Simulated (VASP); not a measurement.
Band structure of Lu (hcp). All values below come from r2SCAN meta-GGA, VASP's PBE PAW potentials (set 64) (plane waves; VASP 6.6.1).

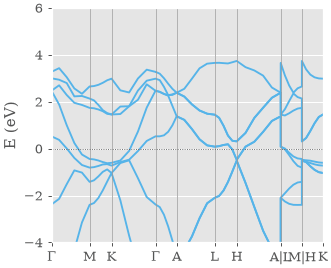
Figure: Bands along high-symmetry lines, zero at the valence-band maximum or, without a gap, the Fermi level

Problem. Read the plot: is there a gap, and where are the band edges?

Solution. It has no gap at this level: it comes out as a metal or semimetal.

The compound is Lu in the hcp structure. It was relaxed first.
